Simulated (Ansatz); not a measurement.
**wB97X/def2-SVPD run of BHOF2 (difluorohydroxyborane)**

Aim: the electronic atomisation energy of BHOF2 (difluorohydroxyborane) at wB97X/def2-SVPD, from 5 runs. 

The results are computed with Ansatz 0.2.0.

63 further runs of the same task are left out: 63 set aside as unsound or not needed.

## (1) The system as given

The species is BHOF2 (5 atoms), meant as a singlet with charge 0. As SMILES, `OB(F)F`. Geometry: relaxed at PBE0-D4/def2-TZVP.

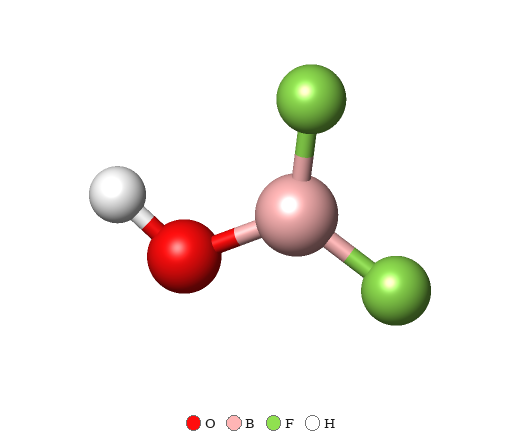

The structure, seen from a chosen angle (oxygen red, boron pink, fluorine green, hydrogen white).

## (2) A single-point energy at wB97X/def2-SVPD

File input.yaml:

```yaml
basis:
  gaussian:
    orbitals: def2-SVPD
crystal:
  periodic: [false, false, false]
  atoms:
    - {symbol: O, position_ang: [0.038630, 1.000750, 0.174310]}
    - {symbol: B, position_ang: [0.105760, -0.342460, 0.137210]}
    - {symbol: F, position_ang: [0.731030, -0.986880, 1.100700]}
    - {symbol: F, position_ang: [-0.439530, -1.051930, -0.843330]}
    - {symbol: H, position_ang: [-0.435890, 1.380520, -0.568880]}
accuracy: high
total_charge: 0
output: {orbitals: {seedname: orbitals}}
hamiltonian:
  xc: {name: wB97X}
```

Command:

```sh
$ ansatz run input.yaml --threads 1 --pin off --max-ram 3480MiB --events-out events.jsonl --progress --plain --runs-dir runs
```

The log of the run:

```text
Warning: RAYON_NUM_THREADS=1 ignored (pool sized by the plan → 1); use --threads N
Functional definition: wB97X
  name "wB97X"
  parameter omega = 0.3/bohr
  parameter cx = 0.157706
  parameter cx1 = 0.726479
  parameter cx2 = 1.04760
  parameter cx3 = -5.70635
  parameter cx4 = 13.2794
  parameter css1 = -4.33879
  parameter css2 = 18.2308
  parameter css3 = -31.7430
  parameter css4 = 17.2901
  parameter cos1 = 2.37031
  parameter cos2 = -11.3995
  parameter cos3 = 6.58405
  parameter cos4 = -3.78132
  exchange = spin_sum(e_x_unif_sr(omega)*poly(b97_u_x, 1 - cx, cx1, cx2, cx3, cx4)) + cx*exact_x_sr(omega)
      + exact_x_lr(omega)
  correlation = spin_sum(e_c_pw_same_spin*poly(b97_u_same, 1, css1, css2, css3, css4))
      + integral(e_c_pw_opposite_spin*poly(b97_u_opposite, 1, cos1, cos2, cos3, cos4))
1902 factors; integrals over basis functions are off by at most 3.2e-9 eV
393 factors; integrals over basis functions are off by at most 1.4e-9 eV
mean field evaluation 1: about -8166.0497 eV, gradient 5.3e1 eV
mean field evaluation 2: about -8166.4808 eV, gradient 5.2e1 eV
mean field evaluation 4: about -8170.5645 eV, gradient 1.6e0 eV
mean field evaluation 8: about -8170.5675 eV, gradient 4.0e-2 eV
mean field evaluation 16: about -8170.5675 eV, gradient 4.8e-6 eV
mean field -8170.56746443 eV, -300.2628161081 hartree, gradient 6.1e-8 eV, S^2 0.000000; 0 other end points of the search recorded, 0 dependent functions left out
reference -8170.56746132 eV, -300.2628159940 hartree; 16, 16 occupied and 81, 81 virtual orbitals, 1902 factors
Total energy: -8170.56746132 eV, -300.2628159940 hartree
```

It took 15 s on 1 thread of Arm Neoverse V2, shared host; peak memory 0.42 GiB.

## (3) The B atom, same level

File job.yaml:

```yaml
crystal:
  periodic: [false, false, false]
  atoms:
    - symbol: B
      position_ang: [0.000000, 0.000000, 0.000000]
basis:
  gaussian:
    orbitals: def2-SVPD
magnetization:
  spin_polarized: true
  initial_magnetization: 1
hamiltonian:
  xc: {name: wB97X}
accuracy: high
```

Command:

```sh
$ ansatz run job.yaml --threads 1 --pin off --max-ram 3480MiB --events-out events.jsonl --progress --plain --runs-dir runs
```

The log of the run, cut to the lines that bear on the results:

```text
Warning: RAYON_NUM_THREADS=1 ignored (pool sized by the plan → 1); use --threads N
[... 2 set-up lines as earlier in the session ...]
[...]
      + exact_x_lr(omega)
[...]
      + integral(e_c_pw_opposite_spin*poly(b97_u_opposite, 1, cos1, cos2, cos3, cos4))
161 factors; integrals over basis functions are off by at most 2.8e-9 eV
105 factors; integrals over basis functions are off by at most 1.8e-9 eV
[...]
mean field -670.03418257 eV, -24.6233020438 hartree, gradient 2.0e-8 eV, S^2 0.754094; 0 other end points of the search recorded, 0 dependent functions left out
reference -670.03418117 eV, -24.6233019926 hartree; 3, 2 occupied and 17, 18 virtual orbitals, 161 factors
Total energy: -670.03418117 eV, -24.6233019926 hartree
```

Run time: 1.7 s. Hardware: 1 thread of Arm Neoverse V2, shared host; peak memory 0.14 GiB.

## (4) The F atom

File run.yaml:

```yaml
crystal:
  periodic: [false, false, false]
  atoms:
    - {symbol: F, position_ang: [0.000000, 0.000000, 0.000000]}
basis:
  gaussian: {orbitals: def2-SVPD}
magnetization: {spin_polarized: true, initial_magnetization: 1}
hamiltonian: {xc: {name: wB97X}}
accuracy: high
```

Command:

```sh
$ ansatz run run.yaml --threads 1 --pin off --max-ram 3480MiB --events-out events.jsonl --progress --plain --runs-dir runs
```

The log of the run, cut to the lines that bear on the results:

```text
Warning: RAYON_NUM_THREADS=1 ignored (pool sized by the plan → 1); use --threads N
[... 2 set-up lines as earlier in the session ...]
[...]
      + exact_x_lr(omega)
[...]
      + integral(e_c_pw_opposite_spin*poly(b97_u_opposite, 1, cos1, cos2, cos3, cos4))
194 factors; integrals over basis functions are off by at most 1.8e-9 eV
85 factors; integrals over basis functions are off by at most 4.1e-10 eV
[...]
mean field -2711.05867337 eV, -99.6295686247 hartree, gradient 1.2e-8 eV, S^2 0.751790; 0 other end points of the search recorded, 0 dependent functions left out
reference -2711.05867139 eV, -99.6295685519 hartree; 5, 4 occupied and 18, 19 virtual orbitals, 194 factors
Total energy: -2711.05867139 eV, -99.6295685519 hartree
```

Run time: 1.4 s. Hardware: 1 thread of Arm Neoverse V2, shared host; peak memory 0.14 GiB.

## (5) The H atom, same level

File input.yaml:

```yaml
crystal:
  periodic: [false, false, false]
  atoms:
    - symbol: H
      position_ang: [0.000000, 0.000000, 0.000000]
basis:
  gaussian:
    orbitals: def2-SVPD
magnetization:
  spin_polarized: true
  initial_magnetization: 1
hamiltonian:
  xc: {name: wB97X}
accuracy: high
```

Run the same way, it converges to -0.50060 Eh (log not shown).

## (6) The O atom

File run.yaml:

```yaml
basis:
  gaussian:
    orbitals: def2-SVPD
crystal:
  periodic: [false, false, false]
  atoms:
    - {symbol: O, position_ang: [0.000000, 0.000000, 0.000000]}
accuracy: high
magnetization:
  spin_polarized: true
  initial_magnetization: 2
hamiltonian:
  xc: {name: wB97X}
```

Command:

```sh
$ ansatz run run.yaml --threads 1 --pin off --max-ram 3480MiB --events-out events.jsonl --progress --plain --runs-dir runs
```

The log of the run, cut to the lines that bear on the results:

```text
Warning: RAYON_NUM_THREADS=1 ignored (pool sized by the plan → 1); use --threads N
[... 2 set-up lines as earlier in the session ...]
[...]
      + exact_x_lr(omega)
[...]
      + integral(e_c_pw_opposite_spin*poly(b97_u_opposite, 1, cos1, cos2, cos3, cos4))
191 factors; integrals over basis functions are off by at most 1.9e-9 eV
85 factors; integrals over basis functions are off by at most 7.0e-10 eV
[...]
mean field -2040.57053213 eV, -74.9895839072 hartree, gradient 5.4e-8 eV, S^2 2.005154; 0 other end points of the search recorded, 0 dependent functions left out
reference -2040.57053041 eV, -74.9895838443 hartree; 5, 3 occupied and 18, 20 virtual orbitals, 191 factors
Total energy: -2040.57053041 eV, -74.9895838443 hartree
```

It took 1.6 s on 1 thread of Arm Neoverse V2, shared host; peak memory 0.14 GiB.

## (7) What came out

Level: wB97X/def2-SVPD.

| quantity | value |
| --- | --- |
| molecule: total energy | -300.26282 Eh |
| molecule: HOMO energy | -13.46 eV |
| molecule: LUMO energy | 1.70 eV |
| molecule: HOMO–LUMO gap | 15.16 eV |
| B atom: total energy | -24.62330 Eh |
| B atom: ⟨S²⟩ | 0.754 |
| F atom: total energy | -99.62957 Eh |
| F atom: ⟨S²⟩ | 0.752 |
| H atom: total energy | -0.50060 Eh |
| H atom: ⟨S²⟩ | 0.750 |
| O atom: total energy | -74.98958 Eh |
| O atom: ⟨S²⟩ | 2.005 |
| electronic atomisation energy | 24.223 eV |

**Reading.** Taking the molecule apart into free atoms costs 24.22 eV (2337 kJ/mol), before zero-point energy and without spin-orbit coupling.
